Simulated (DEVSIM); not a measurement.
Structure: Al/Al2O3/SiO2/p-Si capacitor, at 300 K.

| layer (left to right) | material | thickness (nm) | Na (cm⁻³) |
|---|---|---|---|
| 1 | Al2O3 | 15.0 | - |
| 2 | SiO2 | 0.540 | - |
| 3 | Si | 12000 | 2.3e15 |

Metal gate on the left, work function 4.1 eV. Fixed charge at the semiconductor interface 0 cm⁻² (in units of +e); no interface traps.

The device is made up for the run: typed textbook-type constants, with dimensions and the other settings drawn at random. Values at 300 K.

```csv
parameter,Al2O3,SiO2,Si
gap (eV),6.8,9,1.124
affinity (eV),1.35,0.9,4.05
permittivity,9,3.9,11.7
Nc (cm⁻³),-,-,2.86e19
Nv (cm⁻³),-,-,3.1e19
```

Simulated with DEVSIM: 1D Poisson equation in equilibrium, Boltzmann statistics, complete ionisation; no quantum confinement or tunnelling. Metal contacts follow the ideal Schottky-Mott rule: no Fermi-level pinning, no interface dipoles.

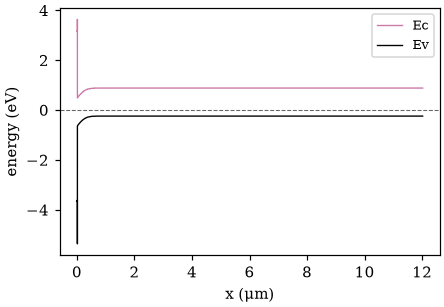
Fig. 1. Band edges at -0.4 V on the gate

Energies count from the Fermi level of the right contact; mesh points crowd at the junctions.

```tsv
x (μm)	Ec (eV)	Ev (eV)	n (cm⁻³)	p (cm⁻³)	field (V/cm)
0.000	3.150	-3.650	< 1e2	< 1e2	21000
0.001780	3.154	-3.646	< 1e2	< 1e2	21000
0.005854	3.162	-3.638	< 1e2	< 1e2	21000
0.01150	3.174	-3.626	< 1e2	< 1e2	21000
0.01473	3.181	-3.619	< 1e2	< 1e2	21000
0.01541	3.634	-5.366	< 1e2	< 1e2	49000
0.01709	0.487	-0.637	1.9e11	6.1e8	16000
0.02420	0.498	-0.626	1.2e11	9.4e8	16000
0.04061	0.524	-0.600	4.6e10	2.5e9	15000
0.08448	0.587	-0.537	3.9e9	3.0e10	14000
0.2017	0.724	-0.400	2.0e7	5.9e12	9600
0.6935	0.877	-0.247	53000	2.2e15	150
1.829	0.878	-0.246	51000	2.3e15	≈ 0
4.864	0.878	-0.246	51000	2.3e15	≈ 0
9.988	0.878	-0.246	51000	2.3e15	≈ 0
11.26	0.878	-0.246	51000	2.3e15	≈ 0
11.72	0.878	-0.246	51000	2.3e15	≈ 0
11.91	0.878	-0.246	51000	2.3e15	≈ 0
11.99	0.878	-0.246	51000	2.3e15	≈ 0
12.01	0.878	-0.246	51000	2.3e15	≈ 0
12.01	0.878	-0.246	51000	2.3e15	≈ 0
12.02	0.878	-0.246	51000	2.3e15	≈ 0
```
